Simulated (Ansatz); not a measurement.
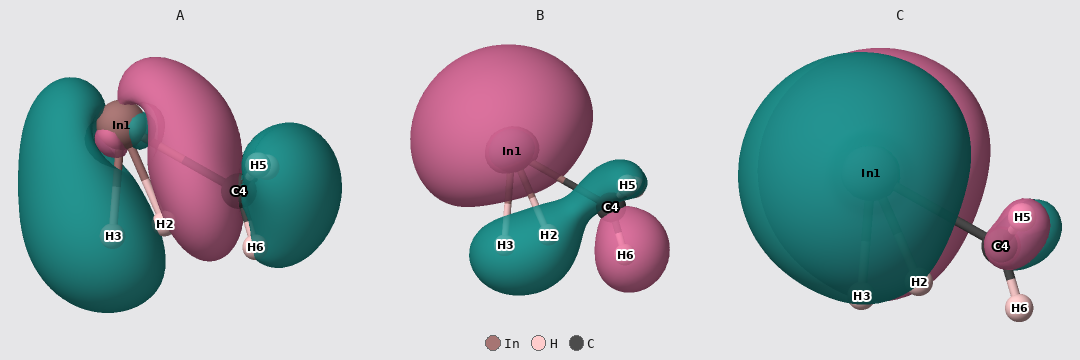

CH5In. Three frontier orbitals at ±0.06 Å⁻³ᐟ² (teal and pink are the two phases), in no order.

A transition-state structure; geometry: PBE0-D4/def2-TZVP; core potentials replace the inner electrons of In.

Method: RKS PBE0-D4/def2-TZVPP (Ansatz 0.2.0).

```tsv
atom	x (Å)	y (Å)	z (Å)
In	-1.7656	-0.8498	-0.3586
H	0.2316	-0.6824	-0.5564
H	0.0653	-1.4769	-1.1514
C	0.2249	0.5318	0.3753
H	0.0539	0.4783	1.4542
H	1.3078	0.4913	0.2180
H	-0.1179	1.5077	0.0189
```

**Order the three orbitals by energy and name them.**

B is the HOMO−1 (−7.26 eV). Its weight (Hirshfeld) is mainly on In1 (about 80 %). A is the HOMO (−6.14 eV). It lies mainly on C4 (about 35 %), H3 (about 25 %), In1 (about 20 %) and H2 (about 5 %). C is the LUMO (−1.66 eV). Its weight (Hirshfeld) is mainly on In1 (about 90 %).

**What is the HOMO–LUMO gap?**

4.48 eV between the orbital energies.
